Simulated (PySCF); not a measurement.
## NMR shielding calculation, with input and output: CH₃NOSi

System: CH₃NOSi.
Method: GIAO LDA/pcSseg-2 NMR shielding, non-relativistic, gas phase (PySCF 2.14.0).

The geometry comes from this level: PBE0-D3(BJ)/def2-SVP. Figures and captions count atoms from 1; the log counts them from 0 in places.

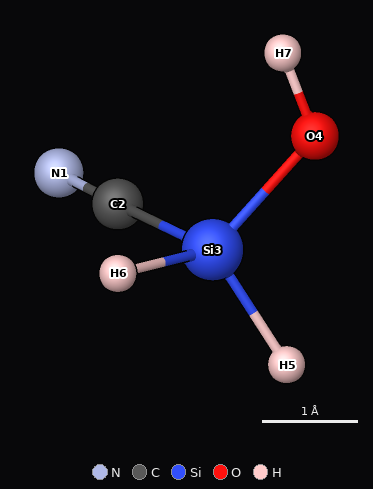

*The structure as given in the input (ball-and-stick view, seen at a tilt; atoms are numbered from 1 in the order of the input).*

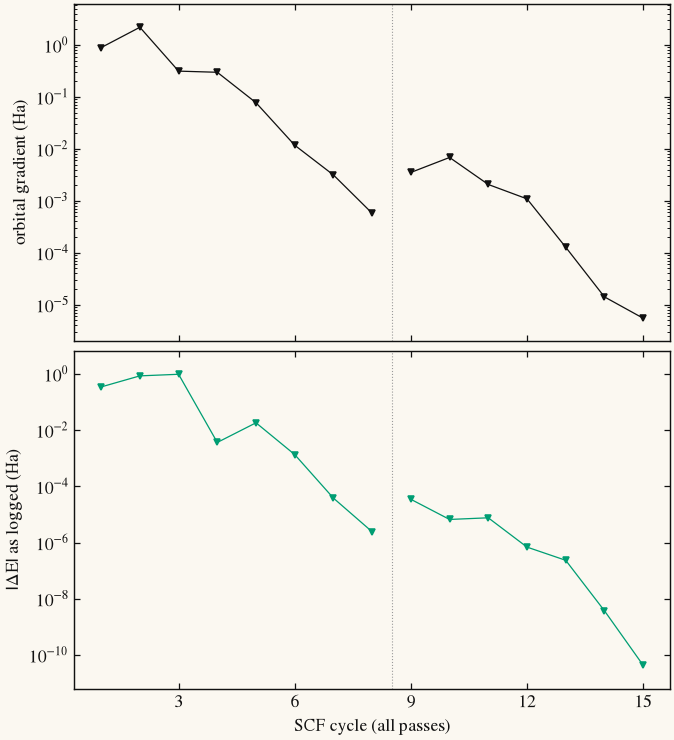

*Convergence of the self-consistent field: orbital gradient and size of the energy change against the SCF cycle. The dotted line marks the change from a coarse to the final integration grid.*

The first 8 cycles use a coarse grid, the final grid takes over at cycle 9, and the field converges after 15 cycles in all.

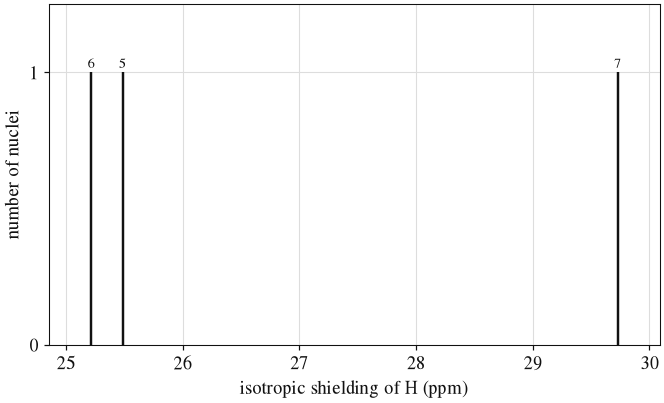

*Isotropic shieldings of the hydrogen nuclei in this fixed geometry, labelled by atom number; shielding grows to the right, so chemical shift grows to the left.*

The least shielded is H6 (25.2 ppm), the most shielded H7 (29.7 ppm).

These pictures come from the run below.

Input file:
```
{"job": {"kind": "nmr", "xc": "LDA", "basis": "pcSseg-2", "pop": false}, "charge": 0, "multiplicity": 1}
N      2.546130    -0.484756     0.206930
C      1.455516    -0.110281     0.082557
Si    -0.315237     0.454143    -0.096127
O     -1.288811    -0.844504    -0.400203
H     -0.388322     1.348863    -1.272102
H     -0.639434     1.155774     1.175528
H     -1.335742    -1.548338     0.253582
```

The first line tells a small driver script what to run in PySCF; the rest is the geometry in Å.

Launched with:
```bash
OMP_NUM_THREADS=1 python <driver script> task.json out
```

What the program printed:
```
coarse grid: 6720 points
cycle   1  E = -456.8568243355  dE =  3.452e-01  |g| = 8.937e-01  |ddm| = 2.095e+00
cycle   2  E = -456.0028900403  dE =  8.539e-01  |g| = 2.201e+00  |ddm| = 2.313e+00
cycle   3  E = -456.9757236376  dE = -9.728e-01  |g| = 3.147e-01  |ddm| = 2.055e+00
cycle   4  E = -456.9793721390  dE = -3.649e-03  |g| = 2.989e-01  |ddm| = 2.537e-01
cycle   5  E = -456.9976464944  dE = -1.827e-02  |g| = 7.751e-02  |ddm| = 1.634e-01
cycle   6  E = -456.9989965845  dE = -1.350e-03  |g| = 1.176e-02  |ddm| = 5.685e-02
cycle   7  E = -456.9990346824  dE = -3.810e-05  |g| = 3.145e-03  |ddm| = 1.317e-02
cycle   8  E = -456.9990371029  dE = -2.420e-06  |g| = 5.753e-04  |ddm| = 2.735e-03
final grid: 61456 points
cycle   9  E = -456.9967759062  dE = -3.460e-05  |g| = 3.520e-03  |ddm| = 1.763e-02
cycle  10  E = -456.9967692711  dE =  6.635e-06  |g| = 6.834e-03  |ddm| = 4.681e-03
cycle  11  E = -456.9967768685  dE = -7.597e-06  |g| = 2.062e-03  |ddm| = 3.987e-03
cycle  12  E = -456.9967775574  dE = -6.889e-07  |g| = 1.090e-03  |ddm| = 1.203e-03
cycle  13  E = -456.9967777910  dE = -2.336e-07  |g| = 1.278e-04  |ddm| = 5.507e-04
cycle  14  E = -456.9967777948  dE = -3.750e-09  |g| = 1.411e-05  |ddm| = 1.087e-04
cycle  15  E = -456.9967777948  dE = -4.309e-11  |g| = 5.474e-06  |ddm| = 1.622e-05
converged SCF energy = -456.9967777948

GIAO shielding tensors (ppm)
atom      isotropic    diamagn.    paramagn.     s11        s22        s33       span
  0 N     -109.644     331.142    -440.785   -310.834   -295.163    277.066    587.900
  1 C       48.962     264.351    -215.389    -72.286    -65.131    284.302    356.587
  2 Si     357.211     876.866    -519.655    283.423    346.252    441.959    158.535
  3 O      304.725     383.927     -79.202    283.261    297.511    333.402     50.141
  4 H       25.486      27.214      -1.728     22.777     24.023     29.658      6.881
  5 H       25.215      27.578      -2.362     22.283     23.774     29.588      7.305
  6 H       29.729      30.597      -0.868     22.123     24.899     42.165     20.042
```

Summary:

| quantity | value |
| --- | --- |
| outcome | converged |
| total energy | −456.996778 hartree |
| HOMO | −8.27 eV |
| LUMO | −2.45 eV |
| dipole moment | 3.14 D |
| isotropic shielding, N | −109.6 ppm |
| isotropic shielding, C | 49.0 ppm |
| isotropic shielding, Si | 357.2 ppm |
| isotropic shielding, O | 304.7 ppm |
| isotropic shielding, H | 25.2 to 29.7 ppm |
| hardware | 1 CPU thread, shared host |
| wall time | 21 s |
| peak memory | 0.81 GiB |
